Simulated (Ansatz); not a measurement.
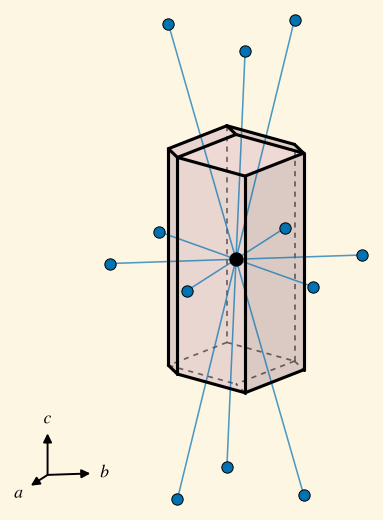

For SrAs2Pd4, coordinates from a relaxation with DFT, PAW plane waves, lda (Ansatz 0.2.0); the starting structure was generated, so it need not be a known form of this composition: the Wigner–Seitz cell of the crystal's lattice, with lines to the lattice points that define its faces. Symmetry computed with spglib at a tolerance of 0.002 Å; standard conventional cell.

a = 4.262 Å, b = 4.262 Å, c = 23.783 Å, α = 90.00°, β = 90.00°, γ = 120.00°; space group No. 166, R-3m, hexagonal axes.

Which of Fedorov's five parallelohedra is it?

A rhombic dodecahedron: 12 faces (12 with 4 edges), 24 edges, 14 vertices. Its volume is that of the primitive cell, 124.7 Å³.

Which lattice vectors do the faces bisect?

| example | length (Å) | faces | edges of each | area (Å²) |
| --- | --- | --- | --- | --- |
| a | 4.26 | 6 | 4 | 18.6 |
| 2/3 a + 1/3 b + 1/3 c | 8.30 | 6 | 4 | 5.5 |
